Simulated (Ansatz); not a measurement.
# H₂O (singlet): one geometry, many settings at distance O1–H2 = 0.765 Å

What do other methods and options give for H₂O (singlet) at this geometry, and how long do they take?

The runs use Ansatz 0.2.0, Gaussian basis; the settings change from run to run.

21 further runs of the same task are left out: 12 that didn't finish, 9 set aside as unsound or not needed.

## 1. The system

The geometry derives from a PBE0/def2-TZVP stationary point (not a proven minimum). One bond is set to the value named and the two fragments are kept rigid.

3 atoms, charge 0, spin multiplicity 1.

Atoms are counted from 1 here; the program's logs count them from 0.

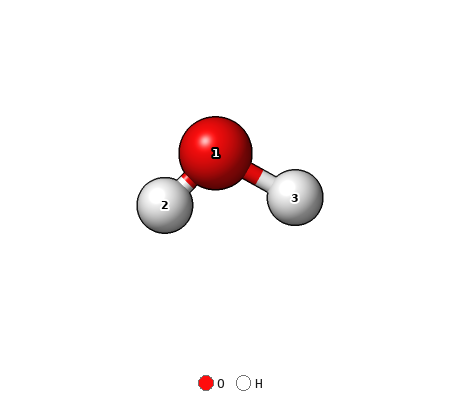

The geometry (oxygen red, hydrogen white); atoms are numbered from 1 in the order of the file.

## 2. MRCISD+Q(relaxed)(2,3)/STO-3G

File in.yaml:

```yaml
crystal:
  periodic: [false, false, false]
  atoms:
    - {symbol: O, position_ang: [0.000000, -0.058697, -0.008638]}
    - {symbol: H, position_ang: [0.000000, 0.406689, -0.615796]}
    - {symbol: H, position_ang: [0.000000, 0.525031, 0.752912]}
basis:
  gaussian: {orbitals: STO-3G}
correlation: {method: fic_mrcisd_q_relaxed, electrons: outside_noble_gas, active_space: {window: {electrons: 2, orbitals: 3}, states: [{multiplicity: 1, weights: [1, 0.5]}]}}
```

The run is started by

```console
> ansatz run in.yaml --threads 1 --pin off --events-out ev --progress --plain --max-ram 2393MiB
```

Log (excerpt; [...] marks lines left out):

```text
Functional definition: HF
  name "HF"
  cite "Fock, Z. Phys. 61, 126 (1930) doi:10.1007/BF01340294"
  parent pbe
[...]
92 factors; integrals over basis functions are off by at most 4.3e-8 eV
[...]
mean field -2037.39858319 eV, -74.8730169339 hartree, gradient 9.3e-7 eV, S^2 0.000000; 0 other end points of the search recorded, 0 dependent functions left out
reference -2037.39858319 eV, -74.8730169339 hartree; 5, 5 occupied and 2, 2 virtual orbitals, 92 factors
state -2037.34885733 eV, -74.8711895421 hartree
state -2023.59177175 eV, -74.3656259719 hartree
contracted CI cycle   1: correlation 0.00000000 eV, 0.0000000000 hartree, residual 8.07e0 eV
contracted CI cycle   2: correlation -1.07388836 eV, -0.0394646694 hartree, residual 1.32e0 eV
contracted CI cycle   3: correlation -1.10788066 eV, -0.0407138631 hartree, residual 2.54e-1 eV
contracted CI cycle   4: correlation -1.10919487 eV, -0.0407621596 hartree, residual 5.71e-2 eV
contracted CI cycle   5: correlation -1.10925019 eV, -0.0407641926 hartree, residual 1.82e-2 eV
contracted CI cycle   6: correlation -1.10925655 eV, -0.0407644263 hartree, residual 3.38e-3 eV
contracted CI cycle   7: correlation -1.10925675 eV, -0.0407644336 hartree, residual 9.18e-4 eV
state -2037.34885733 eV, -74.8711895421 hartree; corrected -2038.48203841 eV, -74.9128331787 hartree
contracted CI cycle   1: correlation 0.00000000 eV, 0.0000000000 hartree, residual 7.57e0 eV
contracted CI cycle   2: correlation -1.27002369 eV, -0.0466725096 hartree, residual 1.42e0 eV
contracted CI cycle   3: correlation -1.31358642 eV, -0.0482734104 hartree, residual 2.39e-1 eV
contracted CI cycle   4: correlation -1.31475284 eV, -0.0483162758 hartree, residual 6.44e-2 eV
contracted CI cycle   5: correlation -1.31485352 eV, -0.0483199757 hartree, residual 1.19e-2 eV
contracted CI cycle   6: correlation -1.31485633 eV, -0.0483200787 hartree, residual 2.40e-3 eV
contracted CI cycle   7: correlation -1.31485644 eV, -0.0483200830 hartree, residual 2.81e-4 eV
state -2023.59177175 eV, -74.3656259719 hartree; corrected -2024.95702835 eV, -74.4157982268 hartree
Total energy: -2033.97370172 eV, -74.7471548614 hartree
```

It took 0.15 s on 1 thread of Arm Neoverse V2, shared host.

From the report: 5 determinants; active occupations (of the averaged states) 1.67, 0.33, 0.00.

## 3. BCCD on UHF/def2-mTZVP

File in.yaml:

```yaml
crystal:
  periodic: [false, false, false]
  atoms:
    - {symbol: O, position_ang: [0.000000, -0.058697, -0.008638]}
    - {symbol: H, position_ang: [0.000000, 0.406689, -0.615796]}
    - {symbol: H, position_ang: [0.000000, 0.525031, 0.752912]}
basis:
  gaussian: {orbitals: def2-mTZVP}
magnetization: {spin_polarized: true, initial_magnetization: 0}
correlation: {method: bccd, electrons: all, diis_vectors: 4}
output: {forces: true}
```

Launched as before.

Log (excerpt; [...] marks lines left out):

```text
Functional definition: HF
  name "HF"
  cite "Fock, Z. Phys. 61, 126 (1930) doi:10.1007/BF01340294"
  parent pbe
[...]
284 factors; integrals over basis functions are off by at most 1.1e-3 eV
[...]
mean field -2067.93154802 eV, -75.9950826953 hartree, gradient 1.7e-6 eV, S^2 0.000000; 0 other end points of the search recorded, 0 dependent functions left out
reference -2067.93154802 eV, -75.9950826953 hartree; 5, 5 occupied and 25, 25 virtual orbitals, 284 factors
second order -5.95046753 eV of doubles, -0.00000000 eV of singles
cycle   1  -6.02216744 eV  change   -7.2e-2 eV  update   4.0e-2
[...]
cycle   8  -6.13721151 eV  change   -1.7e-6 eV  update   4.2e-6
[...]
Total energy: -2074.06875953 eV, -76.2206210584 hartree
Atom 0 at     0.000000    -0.058697    -0.008638 Å, force    -0.000000   -13.130250    17.350515 eV/Å
Atom 1 at     0.000000     0.406689    -0.615796 Å, force    -0.000000    13.171276   -17.742591 eV/Å
Atom 2 at     0.000000     0.525031     0.752912 Å, force     0.000000    -0.041027     0.392076 eV/Å
Dipole moment:    -0.000000     0.387795     0.031604 e Å
```

It took 0.96 s on 1 thread of Arm Neoverse V2, shared host.

From the report: ⟨S²⟩ of the determinant 0.000 (pure singlet: 0.00); correlation -6.1372 eV; largest double amplitude 0.04.

## 4. CCSD on UHF/6-31++G**

Edit in.yaml of step 3 so:

```diff
@@ -7,5 +7,6 @@
 basis:
-  gaussian: {orbitals: def2-mTZVP}
+  gaussian: {orbitals: "6-31++G**"}
 magnetization: {spin_polarized: true, initial_magnetization: 0}
-correlation: {method: bccd, electrons: all, diis_vectors: 4}
-output: {forces: true}
+correlation: {method: ccsd, electrons: outside_noble_gas, diis_vectors: 12}
+accuracy: high
+scf: {lower_state_search: off}
```

The command is unchanged.

Log (excerpt; [...] marks lines left out):

```text
Functional definition: HF
  name "HF"
  cite "Fock, Z. Phys. 61, 126 (1930) doi:10.1007/BF01340294"
  parent pbe
[...]
537 factors; integrals over basis functions are off by at most 3.5e-9 eV
[...]
mean field -2067.36709368 eV, -75.9743393811 hartree, gradient 3.0e-8 eV, S^2 0.000000; 0 other end points of the search recorded, 0 dependent functions left out
1 core orbitals not correlated: weight in the atoms' cores, before any rotation towards them, 1.000 or more for the frozen orbitals, at most 0.000 for the correlated occupied ones
reference -2067.36709368 eV, -75.9743393811 hartree; 4, 4 occupied and 26, 26 virtual orbitals, 537 factors
second order -5.28812311 eV of doubles, -0.00000000 eV of singles
cycle   1  -5.40218408 eV  change   -1.1e-1 eV  update   4.2e-2
[...]
cycle  19  -5.51729082 eV  change  -6.3e-10 eV  update  2.3e-10
Total energy: -2072.88438451 eV, -76.1770960791 hartree
Checks for a lower state left out: stability, starts, cluster_reference, orbital_swaps, neighbouring_geometries, increment
```

Run time: 0.51 s. Hardware: 1 thread of Arm Neoverse V2, shared host.

From the report: ⟨S²⟩ of the determinant 0.000 (pure singlet: 0.00); correlation -5.5173 eV; T1 0.010; largest double amplitude 0.04.

## 5. BCCD(T)/cc-pVTZ

File in.yaml:

```yaml
crystal:
  periodic: [false, false, false]
  atoms:
    - {symbol: O, position_ang: [0.000000, -0.058697, -0.008638]}
    - {symbol: H, position_ang: [0.000000, 0.406689, -0.615796]}
    - {symbol: H, position_ang: [0.000000, 0.525031, 0.752912]}
basis:
  gaussian: {orbitals: cc-pVTZ}
magnetization: {spin_polarized: false}
hamiltonian: {xc: {name: PBE0}}
correlation: {method: bccd_t, electrons: outside_noble_gas}
```

The command is unchanged.

Log (excerpt; [...] marks lines left out):

```text
Functional definition: PBE0
  name "PBE0"
  cite "Adamo & Barone, J. Chem. Phys. 110, 6158 (1999) doi:10.1063/1.478522"
  cite "Perdew, Burke & Ernzerhof, Phys. Rev. Lett. 77, 3865 (1996) doi:10.1103/PhysRevLett.77.3865"
  parent pbe
[...]
335 factors; integrals over basis functions are off by at most 9.9e-4 eV
[...]
mean field -2076.63727643 eV, -76.3150123135 hartree, gradient 9.6e-6 eV, S^2 0.000000; 0 other end points of the search recorded, 0 dependent functions left out
1 core orbitals not correlated: weight in the atoms' cores, before any rotation towards them, 1.000 or more for the frozen orbitals, at most 0.000 for the correlated occupied ones
reference -2068.08291868 eV, -76.0006454645 hartree; 4, 4 occupied and 53, 53 virtual orbitals, 335 factors
second order -7.03893591 eV of doubles, -0.07103906 eV of singles
cycle   1  -7.06693768 eV  change    4.1e-2 eV  update   3.3e-2
[...]
cycle   7  -7.19063372 eV  change   -7.9e-6 eV  update   5.4e-6
perturbative correction -0.19487656 eV, -0.0071615816 hartree
Total energy: -2075.46842896 eV, -76.2720579613 hartree
```

Run time: 0.78 s. Hardware: 1 thread of Arm Neoverse V2, shared host.

From the report: correlation -7.3855 eV; largest double amplitude 0.04.

## 6. FCI/STO-3G

File in.yaml:

```yaml
crystal:
  periodic: [false, false, false]
  atoms:
    - {symbol: O, position_ang: [0.000000, -0.058697, -0.008638]}
    - {symbol: H, position_ang: [0.000000, 0.406689, -0.615796]}
    - {symbol: H, position_ang: [0.000000, 0.525031, 0.752912]}
basis:
  gaussian: {orbitals: STO-3G}
correlation: {method: fci, electrons: outside_noble_gas}
scf: {lower_state_search: off}
output: {forces: true}
```

Launched as before.

Log (excerpt; [...] marks lines left out):

```text
Functional definition: HF
  name "HF"
  cite "Fock, Z. Phys. 61, 126 (1930) doi:10.1007/BF01340294"
  parent pbe
[...]
92 factors; integrals over basis functions are off by at most 4.3e-8 eV
[...]
mean field -2037.39858319 eV, -74.8730169339 hartree, gradient 9.3e-7 eV, S^2 0.000000; 0 other end points of the search recorded, 0 dependent functions left out
1 core orbitals not correlated: weight in the atoms' cores, before any rotation towards them, 1.000 or more for the frozen orbitals, at most 0.000 for the correlated occupied ones
reference -2037.39858319 eV, -74.8730169339 hartree; 4, 4 occupied and 2, 2 virtual orbitals, 92 factors
state -2038.46799958 eV, -74.9123172614 hartree
[...]
Total energy: -2038.46799958 eV, -74.9123172614 hartree
Atom 0 at     0.000000    -0.058697    -0.008638 Å, force    -0.000000   -20.076535    21.281706 eV/Å
Atom 1 at     0.000000     0.406689    -0.615796 Å, force     0.000000    18.244783   -23.155206 eV/Å
Atom 2 at     0.000000     0.525031     0.752912 Å, force     0.000000     1.831751     1.873499 eV/Å
Dipole moment:     0.000000     0.368579    -0.021137 e Å
Checks for a lower state left out: starts, cluster_reference, orbital_swaps, neighbouring_geometries, increment
```

Wall time 0.06 s (1 thread of Arm Neoverse V2, shared host).

From the report: 125 determinants, symmetry A'.

## 7. HF/6-31G

File in.yaml:

```yaml
crystal:
  periodic: [false, false, false]
  atoms:
    - {symbol: O, position_ang: [0.000000, -0.058697, -0.008638]}
    - {symbol: H, position_ang: [0.000000, 0.406689, -0.615796]}
    - {symbol: H, position_ang: [0.000000, 0.525031, 0.752912]}
basis:
  gaussian: {orbitals: 6-31G}
magnetization: {spin_polarized: false}
hamiltonian: {xc: hf}
accuracy: high
output: {orbitals: {seedname: orbitals}}
```

Launched as before.

Log:

```text
Functional definition: HF
  name "HF"
  cite "Fock, Z. Phys. 61, 126 (1930) doi:10.1007/BF01340294"
  parent pbe
  exchange = exact_x
  correlation = 0
225 factors; integrals over basis functions are off by at most 7.7e-9 eV
mean field evaluation 1: about -2064.2594 eV, gradient 3.1e1 eV
mean field evaluation 2: about -2064.2593 eV, gradient 3.1e1 eV
mean field evaluation 4: about -2066.0149 eV, gradient 1.3e0 eV
mean field evaluation 8: about -2066.0200 eV, gradient 1.8e-3 eV
mean field -2066.01996884 eV, -75.9248334563 hartree, gradient 2.1e-8 eV, S^2 0.000000; 0 other end points of the search recorded, 0 dependent functions left out
reference -2066.01996884 eV, -75.9248334563 hartree; 5, 5 occupied and 8, 8 virtual orbitals, 225 factors
Total energy: -2066.01996884 eV, -75.9248334563 hartree
```

Run time: 0.06 s. Hardware: 1 thread of Arm Neoverse V2, shared host.

## 8. MP2 on RHF/def2-TZVP

Edit in.yaml of step 7 so:

```diff
@@ -7,6 +7,5 @@
 basis:
-  gaussian: {orbitals: 6-31G}
+  gaussian: {orbitals: def2-TZVP, point_charges: [{charge: -0.50, position_ang: [4.986, -0.528, 0.905]}]}
 magnetization: {spin_polarized: false}
-hamiltonian: {xc: hf}
-accuracy: high
-output: {orbitals: {seedname: orbitals}}
+correlation: {method: mp2, electrons: all}
+output: {forces: true}
```

Launched as before.

Log (excerpt; [...] marks lines left out):

```text
Functional definition: HF
  name "HF"
  cite "Fock, Z. Phys. 61, 126 (1930) doi:10.1007/BF01340294"
  parent pbe
[...]
304 factors; integrals over basis functions are off by at most 1.3e-3 eV
[...]
mean field -2068.18383915 eV, -76.0043542236 hartree, gradient 1.4e-6 eV, S^2 0.000000; 0 other end points of the search recorded, 0 dependent functions left out
reference -2068.18383915 eV, -76.0043542236 hartree; 5, 5 occupied and 38, 38 virtual orbitals, 304 factors
second order -7.22350467 eV of doubles, -0.00000000 eV of singles
[...]
Total energy: -2075.40734383 eV, -76.2698131241 hartree
Atom 0 at     0.000000    -0.058697    -0.008638 Å, force    -0.220643   -12.338789    16.903968 eV/Å
Atom 1 at     0.000000     0.406689    -0.615796 Å, force     0.097295    12.606776   -17.068079 eV/Å
Atom 2 at     0.000000     0.525031     0.752912 Å, force     0.107031    -0.288062     0.156621 eV/Å
Dipole moment:     0.014288     0.421891     0.037180 e Å
```

It took 0.18 s on 1 thread of Arm Neoverse V2, shared host.

## 9. HF/cc-pVTZ

File in.yaml:

```yaml
crystal:
  periodic: [false, false, false]
  atoms:
    - {symbol: O, position_ang: [0.000000, -0.058697, -0.008638]}
    - {symbol: H, position_ang: [0.000000, 0.406689, -0.615796]}
    - {symbol: H, position_ang: [0.000000, 0.525031, 0.752912]}
basis:
  gaussian: {orbitals: cc-pVTZ}
magnetization: {spin_polarized: false}
hamiltonian: {xc: hf}
scf: {lower_state_search: light}
output: {orbitals: {seedname: orbitals}}
```

Launched as before.

Log:

```text
Functional definition: HF
  name "HF"
  cite "Fock, Z. Phys. 61, 126 (1930) doi:10.1007/BF01340294"
  parent pbe
  exchange = exact_x
  correlation = 0
336 factors; their error is unknown
mean field evaluation 1: about -2066.2539 eV, gradient 3.5e1 eV
mean field evaluation 2: about -2067.6009 eV, gradient 2.0e1 eV
mean field evaluation 4: about -2068.1584 eV, gradient 2.9e-1 eV
mean field evaluation 8: about -2068.1751 eV, gradient 7.8e-5 eV
mean field -2068.17511347 eV, -76.0040335606 hartree, gradient 7.8e-5 eV, S^2 0.000000; 0 other end points of the search recorded, 0 dependent functions left out
reference -2068.17511347 eV, -76.0040335606 hartree; 5, 5 occupied and 53, 53 virtual orbitals, 336 factors
Total energy: -2068.17511347 eV, -76.0040335606 hartree
```

Run time: 0.09 s. Hardware: 1 thread of Arm Neoverse V2, shared host.

## 10. BCCD(T)/cc-pVTZ

Edit in.yaml of step 9 so:

```diff
@@ -9,4 +9,5 @@
 magnetization: {spin_polarized: false}
-hamiltonian: {xc: hf}
-scf: {lower_state_search: light}
-output: {orbitals: {seedname: orbitals}}
+hamiltonian: {xc: {name: r2SCAN}}
+correlation: {method: bccd_t, electrons: outside_noble_gas}
+accuracy: high
+output: {forces: true}
```

Launched as before.

Log (excerpt; [...] marks lines left out):

```text
Functional definition: r2SCAN
  name "r2SCAN"
  cite "Furness, Kaplan, Ning, Perdew & Sun, J. Phys. Chem. Lett. 11, 8208 (2020) doi:10.1021/acs.jpclett.0c02405"
  cite "Furness, Kaplan, Ning, Perdew & Sun, J. Phys. Chem. Lett. 11, 9248 (2020) doi:10.1021/acs.jpclett.0c03077"
  parent r2scan
[...]
904 factors; integrals over basis functions are off by at most 3.1e-9 eV
[...]
mean field -2077.79727056 eV, -76.3576413116 hartree, gradient 5.4e-9 eV, S^2 0.000000; 0 other end points of the search recorded, 0 dependent functions left out
1 core orbitals not correlated: weight in the atoms' cores, before any rotation towards them, 1.000 or more for the frozen orbitals, at most 0.000 for the correlated occupied ones
reference -2068.07046987 eV, -76.0001879793 hartree; 4, 4 occupied and 53, 53 virtual orbitals, 904 factors
second order -7.04410512 eV of doubles, -0.08098382 eV of singles
cycle   1  -7.07739012 eV  change    4.5e-2 eV  update   3.3e-2
[...]
cycle  18  -7.20142113 eV  change  -6.9e-11 eV  update  7.7e-10
perturbative correction -0.19487713 eV, -0.0071616026 hartree
[...]
Total energy: -2075.46676813 eV, -76.2719969270 hartree
Atom 0 at     0.000000    -0.058697    -0.008638 Å, force     0.000000   -12.395038    17.006153 eV/Å
Atom 1 at     0.000000     0.406689    -0.615796 Å, force     0.000000    12.680138   -16.993146 eV/Å
Atom 2 at     0.000000     0.525031     0.752912 Å, force    -0.000000    -0.285100    -0.013007 eV/Å
Dipole moment:     0.000000     0.385662     0.029973 e Å
```

Wall time 10 s (1 thread of Arm Neoverse V2, shared host); peak memory 0.31 GiB.

From the report: correlation -7.3963 eV; largest double amplitude 0.04.

## 11. All runs side by side

Where basis and cores are those of an earlier RCCSDT(Q)/cc-pVTZ run (-2075.4915 eV), and the state is the same kind, the miss against it is given.

| level | correlated | functions | energy (eV) | from RCCSDT(Q) (meV) | time |
| --- | --- | --- | --- | --- | --- |
| MRCISD+Q(relaxed)(2,3)/STO-3G (mean of several states) | outside noble gas | 7 | -2033.9737 |  | 0.15 s |
| BCCD on UHF/def2-mTZVP | all | 30 | -2074.0688 |  | 0.96 s |
| CCSD on UHF/6-31++G** | outside noble gas | 31 | -2072.8844 |  | 0.51 s |
| BCCD(T)/cc-pVTZ (on PBE0 orbitals) | outside noble gas | 58 | -2075.4684 | 23.1 | 0.78 s |
| FCI/STO-3G | outside noble gas | 7 | -2038.4680 |  | 0.06 s |
| HF/6-31G |  | 13 | -2066.0200 |  | 0.06 s |
| MP2 on RHF/def2-TZVP (beside a point charge) | all | 43 | -2075.4073 |  | 0.18 s |
| HF/cc-pVTZ |  | 58 | -2068.1751 | 7316.4 | 0.09 s |
| BCCD(T)/cc-pVTZ (on r2SCAN orbitals) | outside noble gas | 58 | -2075.4668 | 24.7 | 10 s |

## 12. Results

| quantity | value |
| --- | --- |
| runs | 9 |
| quickest | FCI/STO-3G, 0.06 s |
| slowest | BCCD(T)/cc-pVTZ (on r2SCAN orbitals), 10 s |

In words: Total energies in different bases, with other cores or another treatment of relativity can't be set against each other. BCCD(T)/cc-pVTZ (on r2SCAN orbitals) took 167 times as long as FCI/STO-3G; the jobs differ in more than the method. Among the correlated runs with a miss given, it spans +23 to +25 meV. Hartree-Fock, CASSCF and CASCI lack dynamic correlation by design. Cores frozen from Kohn-Sham orbitals shift the total energy.
